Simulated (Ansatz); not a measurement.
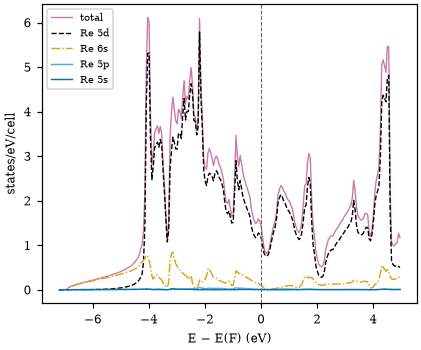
Figure: Total and projected density of states of Re (diamond, Fd-3m), DFT-PBEsol in the program Ansatz with PAW potentials

Question: Which orbitals carry the states next to the Fermi level?

Answer: Within 0.5 eV of the Fermi level: Re 5d 83 %, Re 6s 8 %, outside the projected shells 8 %. Projections are on Löwdin-orthogonalised atomic valence shells; empty p or d shells of many metals are not among them.

Question: Where is the tallest occupied peak in this window, and what makes it?

Answer: Near -4.0 eV, about 6.1 states/eV per cell; the largest projected share is Re 5d.

The start of the workflow was typed in or built on a structure type; neither database checked (COD, Materials Project) lists it. It is not the phase usual at ambient conditions (space group No. 194). The cell was relaxed with PBEsol under the symmetry of its start. At this level the phase is mechanically unstable. No spin polarisation was allowed. Scalar-relativistic: spin–orbit coupling is off unless named, which matters more the heavier the elements.

Potentials: the later of the program's two PAW sets.
